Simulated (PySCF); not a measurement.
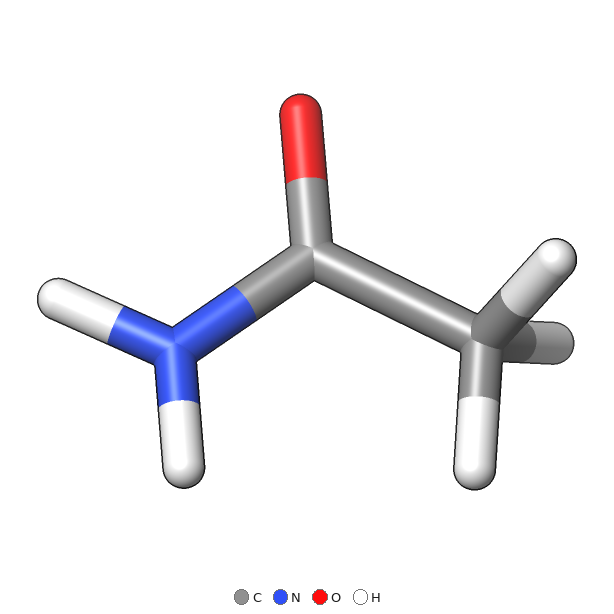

A stick model of a molecule.

The computed structure is the end point of a PBE0-D3(BJ)/def2-SVP optimisation. No frequency run is at hand to confirm it as a minimum.

Question: What is the molecular formula?

Answer: C2H5NO, 9 atoms: 2 carbon, 5 hydrogen, 1 nitrogen and 1 oxygen.

Question: Write the SMILES.

Answer: CC(N)=O

Question: Describe its rings.

Answer: It has no ring.

Question: Name some functional groups or characteristic bonds that it holds.

Answer: Among them: amide.

The parts below concern this one geometry. Atoms keep their numbers from picture to picture.

## Geometry

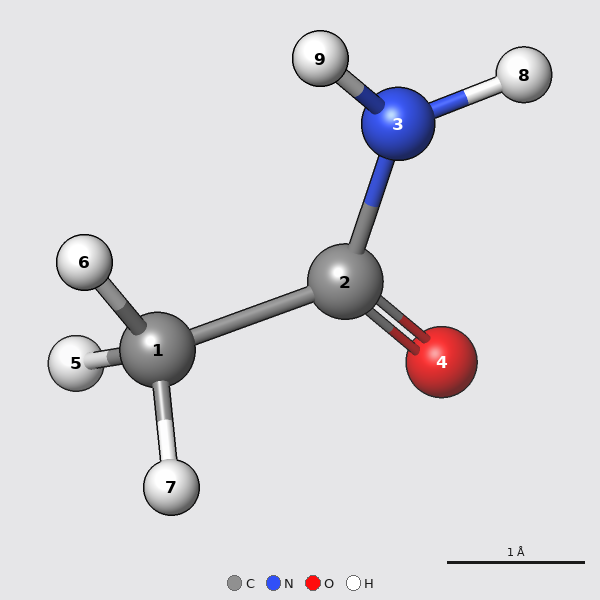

The atoms are numbered. No frequency run is at hand to confirm it as a minimum.

Question: Describe the coordination of atom 1.

Answer: C1 has 4 neighbours (C2 at 1.51, H5 at 1.10, H6 at 1.10, H7 at 1.10 Å); the arrangement is tetrahedral.

Question: How are the neighbours of atom 2 arranged?

Answer: C2 has 3 neighbours (C1 at 1.51, N3 at 1.36, O4 at 1.21 Å); the arrangement is trigonal planar.

Question: How are the neighbours of atom 3 arranged?

Answer: N3 has 3 neighbours (C2 at 1.36, H8 at 1.01, H9 at 1.01 Å); the arrangement is trigonal planar.

## Spin–spin coupling

No frequency run is at hand to confirm it as a minimum. Level of theory: LDA/pcJ-1 indirect spin-spin coupling, non-relativistic, gas phase (PySCF 2.14.0). Isotopes: 13C, 1H, 15N, 17O.

Give the spin–spin coupling constants of these pairs, with the number of bonds between them: C1/H6, C2/O4, N3/H8, C2/H5, C2/H9, N3/O4, N3/H5.

```json
{"pair": "C1, H6", "bonds apart": "1", "J (Hz)": "99.7"}
{"pair": "C2, O4", "bonds apart": "1", "J (Hz)": "30.9"}
{"pair": "N3, H8", "bonds apart": "1", "J (Hz)": "−76.6"}
{"pair": "C2, H5", "bonds apart": "2", "J (Hz)": "−4.0"}
{"pair": "C2, H9", "bonds apart": "2", "J (Hz)": "5.0"}
{"pair": "N3, O4", "bonds apart": "2", "J (Hz)": "−1.5"}
{"pair": "N3, H5", "bonds apart": "3", "J (Hz)": "−0.6"}
```

## NMR shielding

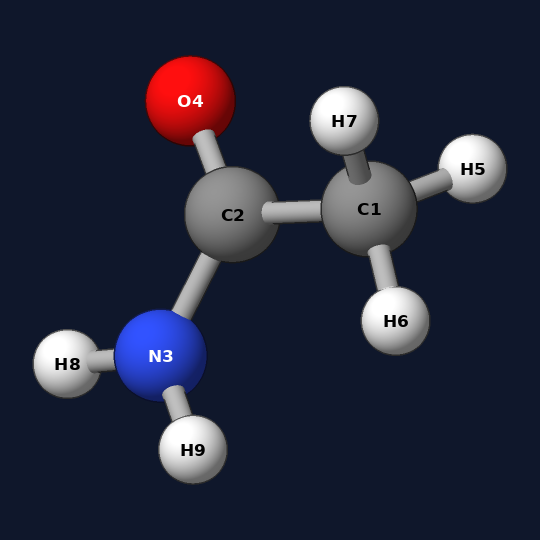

No frequency run is at hand to confirm it as a minimum. Method: GIAO PBE0/cc-pVTZ NMR shielding, non-relativistic, gas phase (PySCF 2.14.0). Principal shieldings σ11 ≤ σ22 ≤ σ33, span Ω = σ33 − σ11, skew κ = 3(σiso − σ22)/Ω.

Give the shielding tensors of the N atoms.

| atom | σ11 | σ22 | σ33 | σiso | Ω | κ |
| --- | --- | --- | --- | --- | --- | --- |
| N3 | 59.4 | 149.6 | 245.8 | 151.6 | 186.4 | 0.03 |

Shieldings and span in ppm.

## Charges

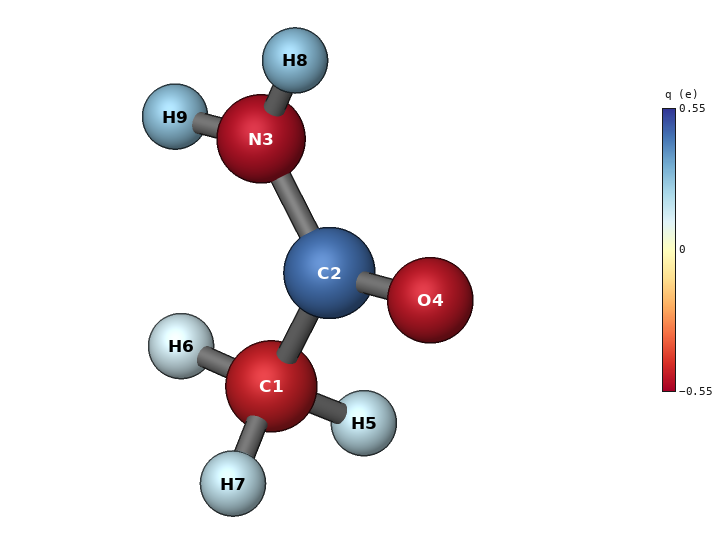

Atoms are coloured by their IAO charges. No frequency run is at hand to confirm it as a minimum. Level of theory: PBE0/cc-pVDZ, gas phase (PySCF 2.14.0).

Question: Which atom carries the highest charge (most positive or least negative)?

Answer: C2 (0.45 e).

Question: And the lowest?

Answer: N3 (−0.51 e).

Give the IAO charges atom by atom.

```json
{"atom": "C1", "value (e)": "−0.47"}
{"atom": "C2", "value (e)": "0.45"}
{"atom": "N3", "value (e)": "−0.51"}
{"atom": "O4", "value (e)": "−0.49"}
{"atom": "H5", "value (e)": "0.17"}
{"atom": "H6", "value (e)": "0.13"}
{"atom": "H7", "value (e)": "0.17"}
{"atom": "H8", "value (e)": "0.28"}
{"atom": "H9", "value (e)": "0.27"}
```
